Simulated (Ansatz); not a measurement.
**CH$_{5}$Al$_{2}$: geometry relaxation**

System: CH$_{5}$Al$_{2}$, multiplicity 2.
Method: UKS PBE-D4/def2-SVP (Ansatz 0.2.0).

Figures and captions count atoms from 1; the log counts them from 0 in places.

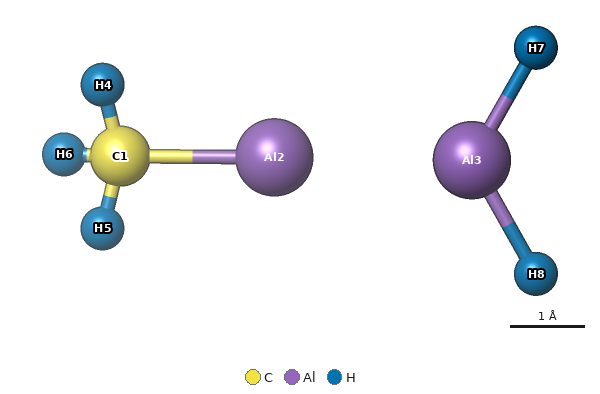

Figure 1. The structure as given in the input (ball-and-stick view, seen on its broad side; atoms are numbered from 1 in the order of the input). Sticks mark near contacts.

Key numbers

```json
{"quantity": "outcome", "value": "converged"}
{"quantity": "total energy", "value": "−14296.6789 eV"}
{"quantity": "mean-field energy", "value": "−14296.5515 eV"}
{"quantity": "dispersion energy", "value": "−0.1274 eV"}
{"quantity": "⟨S²⟩", "value": "0.755"}
{"quantity": "SCF solution under orbital rotations", "value": "stable"}
{"quantity": "largest force (length of the vector) at the end", "value": "0.008 eV/Å"}
{"quantity": "dipole moment", "value": "2.71 D"}
{"quantity": "hardware", "value": "2 threads of Arm Neoverse V1, 23 GiB of memory available, shared host"}
{"quantity": "wall time", "value": "29 s (CPU time 56 s)"}
{"quantity": "peak memory", "value": "0.12 GiB"}
```

The input
```yaml
crystal:
  periodic: [false, false, false]
  atoms:
    - {symbol: C, position_ang: [-1.110627, 1.662401, -0.746668]}
    - {symbol: Al, position_ang: [-0.028075, -0.009907, -0.060362]}
    - {symbol: Al, position_ang: [1.400199, -2.088305, 0.948080]}
    - {symbol: H, position_ang: [-0.403389, 2.232596, -1.198898]}
    - {symbol: H, position_ang: [-2.036158, 1.529272, -0.343358]}
    - {symbol: H, position_ang: [-1.533329, 2.221929, -1.099055]}
    - {symbol: H, position_ang: [3.138860, -2.218791, 0.575737]}
    - {symbol: H, position_ang: [0.572518, -3.329195, 1.924523]}
basis:
  gaussian: {orbitals: def2-SVP}
magnetization: {spin_polarized: true, initial_magnetization: 1}
hamiltonian: {xc: pbe, dispersion: d4}
relax: {f_tol: 0.03, max_steps: 250}
```

Run as:
```bash
ansatz run in.yaml --threads 2 --pin off --events-out ev --progress --plain --max-ram 4352MiB
```

Log
```
Functional definition: PBE
  name "PBE"
  cite "Perdew, Burke & Ernzerhof, Phys. Rev. Lett. 77, 3865 (1996) doi:10.1103/PhysRevLett.77.3865"
  parent pbe
  parameter kappa = 0.804
  parameter beta = 0.06672455060314922
  exchange = pbe_x(kappa = kappa, mu = beta*pi^2/3)
  correlation = pbe_c(beta = beta)
834 factors; their error is unknown
mean field evaluation 1: about -14271.4006 eV, gradient 5.3e1 eV
mean field evaluation 2: about -14163.8138 eV, gradient 1.0e2 eV
mean field evaluation 4: about -14252.4740 eV, gradient 4.7e1 eV
mean field evaluation 8: about -14288.2664 eV, gradient 4.9e-1 eV
mean field evaluation 16: about -14288.2270 eV, gradient 2.2e-3 eV
mean field evaluation 32: about -14281.4295 eV, gradient 1.8e1 eV
mean field evaluation 64: about -14287.8823 eV, gradient 4.3e0 eV
mean field -14288.22696598 eV, -525.0826560917 hartree, gradient 8.8e-6 eV, S^2 0.754396; 7 other end points of the search recorded, 0 dependent functions left out
the calculation of the forces begins
reference -14288.22701044 eV, -525.0826577256 hartree; 19, 18 occupied and 56, 57 virtual orbitals, 834 factors
relax step   1: F+E_penalty+E_count = -14288.35149616 eV  Δ(F+E_penalty+E_count) = +0.000e0 eV  max|allowed force component| = 2.273e1 eV/Å  Δτ_max = 0.0000 Å  (161 SCF iters, accepted)
these checks for a lower state are left out or cut short: starts, cluster_reference, orbital_swaps, neighbouring_geometries, increment
834 factors; their error is unknown
mean field -14292.93324928 eV, -525.2556088128 hartree, gradient 1.5e-5 eV, S^2 0.754288; 0 other end points of the search recorded, 0 dependent functions left out
[... from here on the field's lines of each further geometry are left out, up to the last ...]
relax step   2: F+E_penalty+E_count = -14293.05492752 eV  Δ(F+E_penalty+E_count) = -4.703e0 eV  max|allowed force component| = 3.991e0 eV/Å  Δτ_max = 0.1940 Å  (40 SCF iters, accepted)
relax step   3: F+E_penalty+E_count = -14294.69938956 eV  Δ(F+E_penalty+E_count) = -1.644e0 eV  max|allowed force component| = 2.080e0 eV/Å  Δτ_max = 0.1951 Å  (36 SCF iters, accepted)
relax step   4: F+E_penalty+E_count = -14295.70046651 eV  Δ(F+E_penalty+E_count) = -1.001e0 eV  max|allowed force component| = 1.709e0 eV/Å  Δτ_max = 0.1989 Å  (31 SCF iters, accepted)
relax step   5: F+E_penalty+E_count = -14296.24761191 eV  Δ(F+E_penalty+E_count) = -5.471e-1 eV  max|allowed force component| = 1.262e0 eV/Å  Δτ_max = 0.1948 Å  (30 SCF iters, accepted)
relax step   6: F+E_penalty+E_count = -14296.52710663 eV  Δ(F+E_penalty+E_count) = -2.795e-1 eV  max|allowed force component| = 6.940e-1 eV/Å  Δτ_max = 0.2000 Å  (31 SCF iters, accepted)
relax step   7: F+E_penalty+E_count = -14296.64033393 eV  Δ(F+E_penalty+E_count) = -1.132e-1 eV  max|allowed force component| = 2.531e-1 eV/Å  Δτ_max = 0.2000 Å  (30 SCF iters, accepted)
relax step   8: F+E_penalty+E_count = -14296.66340759 eV  Δ(F+E_penalty+E_count) = -2.307e-2 eV  max|allowed force component| = 1.174e-1 eV/Å  Δτ_max = 0.1364 Å  (30 SCF iters, accepted)
relax step   9: F+E_penalty+E_count = -14296.66719681 eV  Δ(F+E_penalty+E_count) = -3.789e-3 eV  max|allowed force component| = 1.396e-1 eV/Å  Δτ_max = 0.1843 Å  (30 SCF iters, accepted)
relax step  10: F+E_penalty+E_count = -14296.67286211 eV  Δ(F+E_penalty+E_count) = -5.665e-3 eV  max|allowed force component| = 1.021e-1 eV/Å  Δτ_max = 0.0969 Å  (31 SCF iters, accepted)
relax step  11: F+E_penalty+E_count = -14296.67186666 eV  Δ(F+E_penalty+E_count) = +9.955e-4 eV  max|allowed force component| = 1.099e-1 eV/Å  Δτ_max = 0.1360 Å  (30 SCF iters, rejected (line search))
relax step  12: F+E_penalty+E_count = -14296.67711114 eV  Δ(F+E_penalty+E_count) = -4.249e-3 eV  max|allowed force component| = 5.235e-2 eV/Å  Δτ_max = 0.0661 Å  (30 SCF iters, accepted)
relax step  13: F+E_penalty+E_count = -14296.67346010 eV  Δ(F+E_penalty+E_count) = +3.651e-3 eV  max|allowed force component| = 1.264e-1 eV/Å  Δτ_max = 0.1000 Å  (30 SCF iters, rejected (line search))
relax step  14: F+E_penalty+E_count = -14296.67788826 eV  Δ(F+E_penalty+E_count) = -7.771e-4 eV  max|allowed force component| = 9.128e-2 eV/Å  Δτ_max = 0.0499 Å  (30 SCF iters, accepted)
the calculation of the forces begins
reference -14296.55145512 eV, -525.3885754251 hartree; 19, 18 occupied and 56, 57 virtual orbitals, 834 factors
relax step  15: F+E_penalty+E_count = -14296.67885615 eV  Δ(F+E_penalty+E_count) = -9.679e-4 eV  max|allowed force component| = 8.190e-3 eV/Å  Δτ_max = 0.0125 Å  (30 SCF iters, accepted)
834 factors; their error is unknown
mean field evaluation 192: about -14296.4913 eV, gradient 2.0e0 eV
```

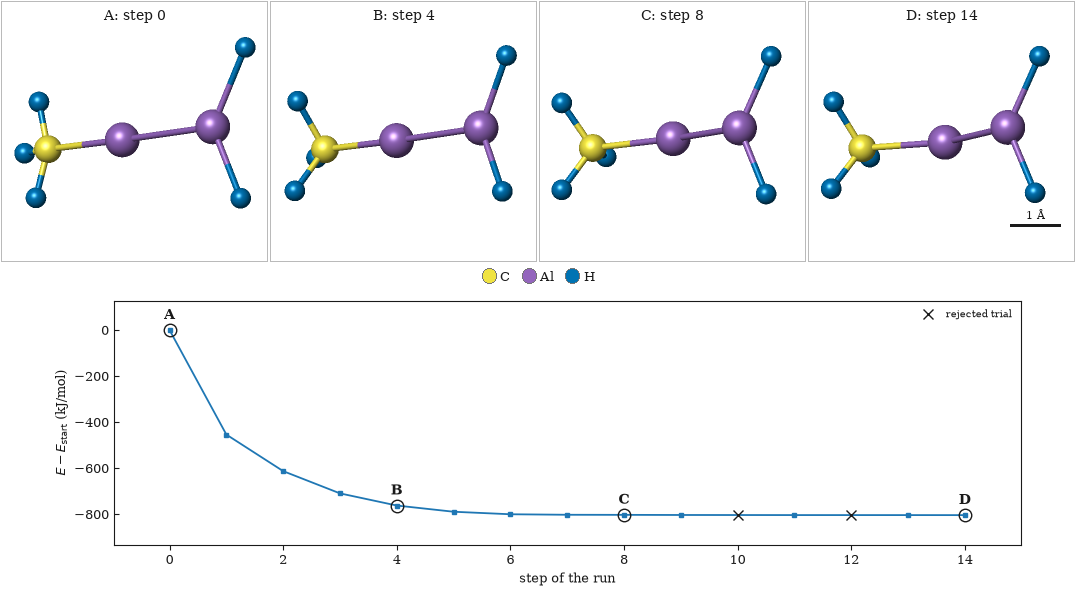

Figure 2. Frames of the relaxation (ball-and-stick view, seen at a tilt) above the curves, on which the letters mark them (the first geometry is step 0 here and step 1 in the log).

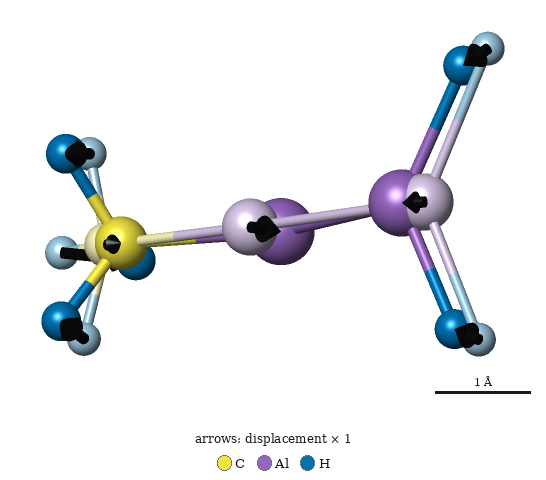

Figure 3. Start (faint) and end (solid) with the displacements as black arrows, at true length (ball-and-stick view, seen at a tilt). The two geometries are laid on each other by the best rigid fit. The energy falls by 803.5 kJ/mol in 14 geometry steps. Largest force component: 23 eV/Å at the start, 0.0082 eV/Å at the end. The line search rejected the trial steps at points 10, 12 (counted from 0) and went back. The largest move after the best rigid fit is that of H6, 0.84 Å. By element the largest moves are H 0.84 Å, Al 0.43 Å, C 0.21 Å. Among the contacts that change: C1–H6 0.785 → 1.109 Å, Al2–Al3 2.716 → 2.507 Å, Al3–H7 1.783 → 1.608 Å, C1–Al2 2.107 → 1.974 Å. Among the angles that change: Al2–C1–H6 171.4° → 113.6°, H4–C1–H5 152.1° → 106.9°, H4–C1–H6 77.0° → 108.1°. (Atoms are counted from 1 in the order of the input.)

```
mean field -14296.55141081 eV, -525.3885737965 hartree, gradient 1.1e-5 eV, S^2 0.754672; 2 other end points of the search recorded, 0 dependent functions left out
the calculation of the forces begins
reference -14296.55145512 eV, -525.3885754251 hartree; 19, 18 occupied and 56, 57 virtual orbitals, 834 factors
Total energy: -14296.67890046 eV, -525.3932589549 hartree
Atom 0 at    -0.997158     1.502796    -0.661481 Å, force     0.004027     0.006649     0.002365 eV/Å
Atom 1 at    -0.105002    -0.240580    -0.414712 Å, force    -0.001125    -0.008190     0.000092 eV/Å
Atom 2 at     1.282147    -1.850305     0.916074 Å, force    -0.003475     0.005203    -0.003204 eV/Å
Atom 3 at    -0.247270     2.322535    -0.612103 Å, force    -0.002586    -0.000803    -0.000572 eV/Å
Atom 4 at    -1.722442     1.677236     0.163221 Å, force    -0.000207     0.000036    -0.001603 eV/Å
Atom 5 at    -1.540995     1.590602    -1.623831 Å, force     0.000924    -0.001675     0.001659 eV/Å
Atom 6 at     2.830333    -2.001445     0.510550 Å, force     0.000333    -0.000916     0.001703 eV/Å
Atom 7 at     0.500386    -3.000839     1.722281 Å, force     0.002109    -0.000303    -0.000439 eV/Å
Dipole moment:    -0.285624     0.453150    -0.174520 e Å
```

Trajectory as extended XYZ (Å, eV, eV/Å), 15 frames, from step=1 to step=15
```
8
Properties=species:S:1:pos:R:3:forces:R:3 step=1 energy=-14288.35150
C    -1.1106    1.6624   -0.7467   16.1697 -22.7267  12.7835
Al   -0.0281   -0.0099   -0.0604   -0.6357   0.7308  -0.6121
Al    1.4002   -2.0883    0.9481    0.2761  -0.6636  -0.0229
H    -0.4034    2.2326   -1.1989    3.8868   2.1233   0.0629
H    -2.0362    1.5293   -0.3434   -2.4687  -0.6476   3.3762
H    -1.5333    2.2219   -1.0991  -16.2829  19.5952 -15.0976
H     3.1389   -2.2188    0.5757   -1.5185   0.3418   0.3049
H     0.5725   -3.3292    1.9245    0.5732   1.2468  -0.7949
8
Properties=species:S:1:pos:R:3:forces:R:3 step=2 energy=-14293.05493
C    -1.0709    1.5813   -0.7357    1.7562  -3.6743   0.4269
Al   -0.0294   -0.0172   -0.0686   -0.1621  -0.1061  -0.3948
Al    1.4025   -2.1047    0.9388   -0.0171  -0.2975  -0.2798
H    -0.3172    2.2382   -1.1259    1.8291   1.3575   1.7342
H    -2.0182    1.5051   -0.2350   -0.2011   0.4770   2.7741
H    -1.6372    2.2750   -1.2540   -2.5406   1.0362  -3.9907
H     3.0763   -2.2019    0.5880   -1.0857   0.2776   0.2617
H     0.5942   -3.2758    1.8924    0.4214   0.9297  -0.5316
8
Properties=species:S:1:pos:R:3:forces:R:3 step=3 energy=-14294.69939
C    -1.0736    1.5321   -0.7810   -0.3562  -0.0465  -0.7404
Al   -0.0365   -0.0320   -0.0938    0.0646  -0.4879  -0.2788
Al    1.3890   -2.1074    0.9109   -0.2123   0.0440  -0.3684
H    -0.2576    2.2791   -0.9865    0.1699   0.2670   2.0801
H    -1.9642    1.5433   -0.0937    1.2651   0.7431   1.4915
H    -1.6926    2.1964   -1.4238   -0.4710  -1.3657  -2.0043
H     3.0226   -2.1844    0.6008   -0.6857   0.2258   0.1501
H     0.6128   -3.2271    1.8672    0.2255   0.6202  -0.3298
8
Properties=species:S:1:pos:R:3:forces:R:3 step=4 energy=-14295.70047
C    -1.0812    1.5125   -0.8126   -0.5718   1.3236  -0.0367
Al   -0.0396   -0.0604   -0.1231    0.0198  -0.3804  -0.2767
Al    1.3633   -2.0904    0.8760   -0.2454   0.1865  -0.3135
H    -0.2479    2.3047   -0.8311   -0.6366  -0.4329   1.1280
H    -1.8715    1.6044    0.0170    1.2916   0.4023   0.1165
H    -1.7219    2.0750   -1.5786    0.4972  -1.7088  -0.4440
H     2.9769   -2.1634    0.6074   -0.4163   0.2015   0.0391
H     0.6219   -3.1824    1.8450    0.0615   0.4082  -0.2127
8
Properties=species:S:1:pos:R:3:forces:R:3 step=5 energy=-14296.24761
C    -1.0664    1.5139   -0.7845   -0.4304   0.9840  -0.0273
Al   -0.0410   -0.0945   -0.1540   -0.0763  -0.1712  -0.2886
Al    1.3210   -2.0508    0.8281   -0.1484   0.1879  -0.1272
H    -0.2603    2.3123   -0.7165   -0.4930  -0.2963   0.3770
H    -1.7893    1.6524    0.0815    0.6249   0.1867  -0.2054
H    -1.6955    1.9041   -1.6682    0.7878  -1.2625   0.4695
H     2.9217   -2.1185    0.5993   -0.1984   0.1572  -0.0641
H     0.6097   -3.1188    1.8143   -0.0662   0.2143  -0.1339
8
Properties=species:S:1:pos:R:3:forces:R:3 step=6 energy=-14296.52711
C    -1.0247    1.4975   -0.7192   -0.3765   0.6940  -0.1522
Al   -0.0445   -0.1458   -0.2028   -0.0224  -0.0968  -0.1267
Al    1.2898   -2.0375    0.7798   -0.0870   0.2520   0.0430
H    -0.2738    2.3320   -0.6659   -0.1599  -0.2001   0.1647
H    -1.7589    1.6898    0.1096    0.2931  -0.0022  -0.0722
H    -1.6126    1.7223   -1.6592    0.4672  -0.6809   0.3334
H     2.8837   -2.0221    0.5633   -0.0887   0.0034  -0.0785
H     0.5409   -3.0361    1.7943   -0.0258   0.0305  -0.1116
8
Properties=species:S:1:pos:R:3:forces:R:3 step=7 energy=-14296.64033
C    -1.0035    1.5062   -0.6715   -0.2050   0.2531  -0.1857
Al   -0.0365   -0.1335   -0.1801   -0.0202  -0.0459  -0.0730
Al    1.2763   -1.9754    0.8054    0.0229   0.0882   0.1137
H    -0.2915    2.3626   -0.6536    0.0009  -0.0330   0.0122
H    -1.7615    1.7262    0.1144    0.0280  -0.0219  -0.0016
H    -1.5324    1.5391   -1.6567    0.2001  -0.1775   0.2364
H     2.8510   -2.0036    0.5030   -0.0192  -0.0344  -0.0476
H     0.4982   -3.0217    1.7390   -0.0074  -0.0286  -0.0545
8
Properties=species:S:1:pos:R:3:forces:R:3 step=8 energy=-14296.66341
C    -0.9990    1.5127   -0.6575   -0.0374   0.0733  -0.0053
Al   -0.0347   -0.1292   -0.1667   -0.0545  -0.0017  -0.1174
Al    1.2999   -1.8961    0.9139    0.0143  -0.0268   0.0125
H    -0.2980    2.3750   -0.6606    0.0141   0.0208  -0.0225
H    -1.7718    1.7388    0.1086   -0.0342   0.0015   0.0012
H    -1.4973    1.4668   -1.6500    0.0517  -0.0261   0.0787
H     2.8250   -2.0262    0.4398    0.0361  -0.0138   0.0183
H     0.4759   -3.0419    1.6726    0.0098  -0.0272   0.0345
8
Properties=species:S:1:pos:R:3:forces:R:3 step=9 energy=-14296.66720
C    -0.9870    1.5117   -0.6390   -0.0138   0.0011  -0.1176
Al   -0.0256   -0.1836   -0.3425   -0.1396   0.0641   0.0337
Al    1.2768   -1.8732    0.9142    0.1252  -0.0279   0.0265
H    -0.2961    2.3821   -0.6311    0.0157  -0.0113   0.0037
H    -1.7554    1.6946    0.1435    0.0316  -0.0483   0.0135
H    -1.4987    1.4901   -1.6237   -0.0283   0.0836   0.0101
H     2.8138   -2.0129    0.4624   -0.0010  -0.0451   0.0451
H     0.4723   -3.0087    1.7162    0.0103  -0.0163  -0.0151
8
Properties=species:S:1:pos:R:3:forces:R:3 step=10 energy=-14296.67286
C    -0.9997    1.5194   -0.6460    0.0127  -0.0697  -0.0244
Al   -0.1137   -0.2238   -0.3376    0.0417   0.1021  -0.0196
Al    1.3037   -1.8656    0.9038    0.0011  -0.0221   0.0461
H    -0.2710    2.3600   -0.6247    0.0020  -0.0631   0.0178
H    -1.7632    1.7246    0.1359    0.0133  -0.0145  -0.0049
H    -1.5060    1.5293   -1.6326   -0.0396   0.0592  -0.0035
H     2.8525   -2.0384    0.5000   -0.0484   0.0150  -0.0174
H     0.4973   -3.0056    1.7012    0.0172  -0.0068   0.0059
8
Properties=species:S:1:pos:R:3:forces:R:3 step=11 energy=-14296.67187 accepted=F
C    -0.9952    1.4975   -0.6529    0.0304  -0.0656  -0.0463
Al   -0.0965   -0.2540   -0.4692   -0.0232   0.0765   0.0690
Al    1.2937   -1.8035    0.9419    0.0081  -0.1099  -0.1031
H    -0.2520    2.3214   -0.5902    0.0063   0.0090   0.0074
H    -1.7277    1.6496    0.1689    0.0030  -0.0097   0.0202
H    -1.5344    1.5923   -1.6158   -0.0378   0.0473  -0.0364
H     2.8225   -2.0413    0.5024    0.0255   0.0419   0.0340
H     0.4896   -2.9620    1.7148   -0.0124   0.0105   0.0551
8
Properties=species:S:1:pos:R:3:forces:R:3 step=12 energy=-14296.67711
C    -1.0020    1.5060   -0.6637   -0.0089   0.0397  -0.0051
Al   -0.0772   -0.2148   -0.3888   -0.0317  -0.0523  -0.0150
Al    1.2884   -1.8653    0.9049   -0.0046   0.0379   0.0267
H    -0.2641    2.3361   -0.6082   -0.0111   0.0157   0.0027
H    -1.7399    1.6737    0.1517    0.0179  -0.0037  -0.0026
H    -1.5381    1.5872   -1.6323    0.0330  -0.0333   0.0251
H     2.8336   -2.0293    0.5022    0.0165  -0.0027  -0.0135
H     0.4993   -2.9935    1.7341   -0.0111  -0.0012  -0.0181
8
Properties=species:S:1:pos:R:3:forces:R:3 step=13 energy=-14296.67346 accepted=F
C    -0.9909    1.4967   -0.6595   -0.0245  -0.0218   0.0107
Al   -0.1570   -0.2733   -0.4028    0.0356   0.0812  -0.0188
Al    1.2813   -1.8169    0.9469   -0.0223  -0.1264  -0.0480
H    -0.2213    2.2971   -0.6009    0.0073  -0.0111  -0.0025
H    -1.7225    1.6894    0.1555   -0.0118   0.0126  -0.0097
H    -1.5191    1.5931   -1.6292   -0.0197   0.0233  -0.0062
H     2.8152   -1.9733    0.4875    0.0119   0.0219   0.0248
H     0.5142   -3.0128    1.7026    0.0237   0.0204   0.0496
8
Properties=species:S:1:pos:R:3:forces:R:3 step=14 energy=-14296.67789
C    -0.9972    1.5055   -0.6596    0.0083  -0.0419   0.0018
Al   -0.1162   -0.2368   -0.4108    0.0635  -0.0913   0.0201
Al    1.2801   -1.8445    0.9172   -0.0011  -0.0151  -0.0067
H    -0.2398    2.3167   -0.6158   -0.0012   0.0452  -0.0023
H    -1.7196    1.6801    0.1658   -0.0263   0.0362   0.0095
H    -1.5382    1.5796   -1.6230   -0.0301   0.0442  -0.0231
H     2.8309   -1.9952    0.5124   -0.0245   0.0069   0.0053
H     0.5001   -3.0054    1.7137    0.0114   0.0158  -0.0047
8
Properties=species:S:1:pos:R:3:forces:R:3 step=15 energy=-14296.67886
C    -0.9972    1.5028   -0.6615    0.0040   0.0066   0.0024
Al   -0.1050   -0.2406   -0.4147   -0.0011  -0.0082   0.0001
Al    1.2821   -1.8503    0.9161   -0.0035   0.0052  -0.0032
H    -0.2473    2.3225   -0.6121   -0.0026  -0.0008  -0.0006
H    -1.7224    1.6772    0.1632   -0.0002   0.0000  -0.0016
H    -1.5410    1.5906   -1.6238    0.0009  -0.0017   0.0017
H     2.8303   -2.0014    0.5105    0.0003  -0.0009   0.0017
H     0.5004   -3.0008    1.7223    0.0021  -0.0003  -0.0004
```

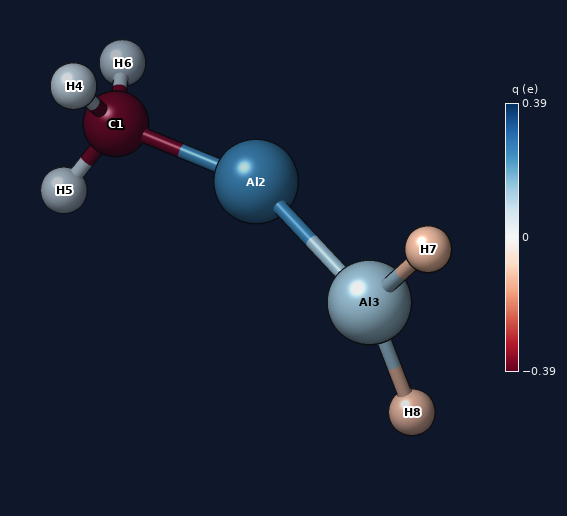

Figure 4. Mulliken charges, as the colour of each atom (ball-and-stick view, seen at a tilt; atoms are numbered from 1 in the order of the input). By element: C −0.37, Al +0.13 to +0.24 and H −0.11 to +0.08 e.
